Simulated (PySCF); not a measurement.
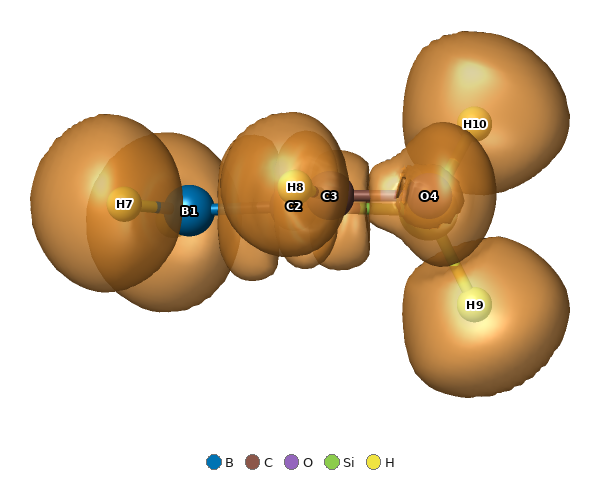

C2H5BOSi (SMILES BC1=CO[SiH2]1). Isosurface of the ELF at 0.75 (orange), seen from one side. Core shells and regions of very low density are left out.

Geometry: GFN2-xTB.

These are results of CAM-B3LYP/def2-SVPD, SCF density, gas phase (PySCF), not measurements.

Input file:

```
{"job": {"kind": "uv", "xc": "CAM-B3LYP", "basis": "def2-SVPD", "nstates": 8, "ntriplets": 3}, "charge": 0, "multiplicity": 1}
B      1.751609    -0.310830    -0.605026
C      0.357796     0.006077    -0.105295
C     -0.169485     1.160328     0.378865
O     -1.464582     0.958333     0.701272
Si    -1.375854    -0.703265     0.201271
H      2.014567    -1.385544    -0.988167
H      2.565353     0.532564    -0.604554
H      0.243337     2.145483     0.538402
H     -2.292452    -0.873223    -0.913149
H     -1.621408    -1.525268     1.373854
```

Run with:

```sh
OMP_NUM_THREADS=1 python probes_run.py task.json out
```

### Where are the electrons localised?

At this value the surface marks out one region between bonded B–C atoms (shared pairs), one region between bonded C–C atoms (shared pairs), one region between bonded C–Si atoms (shared pairs), five regions around hydrogen nuclei and one region on O in which the atom's valence shell and bonds are merged. Along the contacts the grid gives the following. C–O (1.35 Å): the ELF peaks at about 0.90 between the atoms: a polar covalent bond. C–C (1.36 Å): the ELF peaks at about 0.95 between the atoms: localised, covalent bonding.
